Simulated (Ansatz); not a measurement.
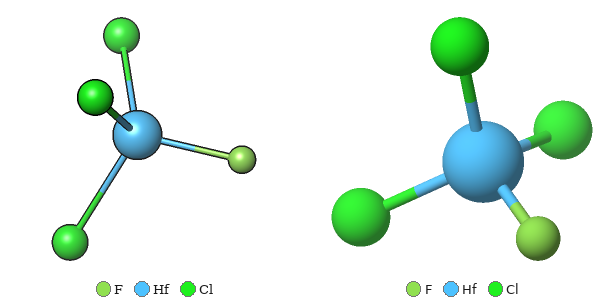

The same structure drawn twice, from different directions.

The species is neutral and a spin singlet.

Question: Give the formula.

Answer: HfCl3F, 5 atoms: 1 hafnium, 3 chlorine and 1 fluorine.

Question: How many atoms are distinct by symmetry?

Answer: 3: 1 F, 1 Hf, 3 Cl.

Question: How many bonds of each kind are drawn?

Answer: 3 Cl–Hf, 1 F–Hf.

Question: Give the symmetry (Schoenflies symbol).

Answer: C3v.

Question: What is its SMILES?

Answer: [F][Hf]([Cl])([Cl])[Cl]

The parts below concern this one geometry. Atoms keep their numbers from picture to picture. The computed structure is the end point of a PBE0-D4/def2-TZVP optimisation.

### Shape

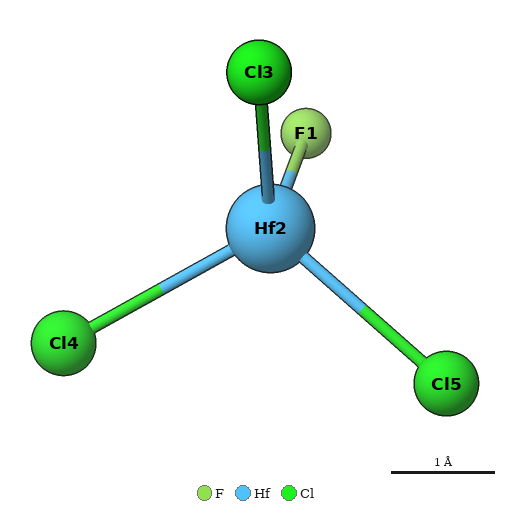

Question: How are the neighbours of atom 2 arranged?

Answer: Hf2 has 4 neighbours (F1 at 1.88, Cl3 at 2.32, Cl4 at 2.32, Cl5 at 2.32 Å); the arrangement is tetrahedral.

### Levels of theory compared

Program: Ansatz 0.2.0.

Tabulate HOMO energy (eV), dipole (D) at these levels: B3LYP-D4/def2-TZVPP; PBE-D4/def2-TZVPP; r2SCAN-D4/def2-TZVPP; ωB97M-V/def2-TZVPP.

```tsv
level	HOMO energy (eV)	dipole (D)
B3LYP-D4/def2-TZVPP	−9.40	0.12
PBE-D4/def2-TZVPP	−8.30	0.06
r2SCAN-D4/def2-TZVPP	−8.70	0.03
ωB97M-V/def2-TZVPP	−11.90	0.06
```

### Vibrations

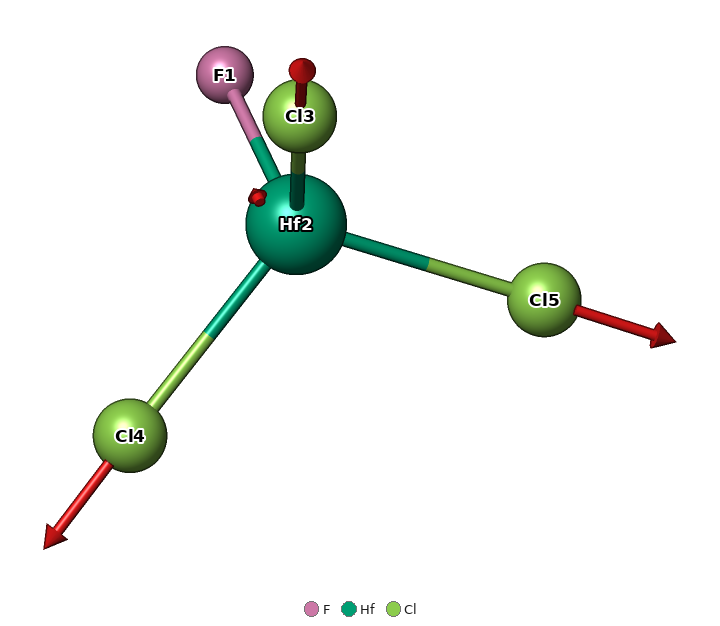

The arrows show one normal mode. Harmonic vibrations computed with RKS PBE0-D4/def2-TZVP, core potentials on Hf (Ansatz 0.2.0) at a stationary point of the same level.

Question: Describe the motion.

Answer: Mostly in-phase stretching of 3 Hf–Cl bonds.

Question: At what wavenumber does it lie?

Answer: 386 cm⁻¹; it is mode 6 of 9 counted from the lowest.

### Charges

The questions are on Mulliken charges. Method: RKS PBE0-D4/def2-TZVP, core potentials on Hf (Ansatz 0.2.0).

Give the Mulliken charges atom by atom.

| atom | value (e) |
| --- | --- |
| F1 | −0.38 |
| Hf2 | 1.34 |
| Cl3 | −0.32 |
| Cl4 | −0.32 |
| Cl5 | −0.32 |

Mulliken values depend strongly on the basis set and can even reverse the polarity of a bond.
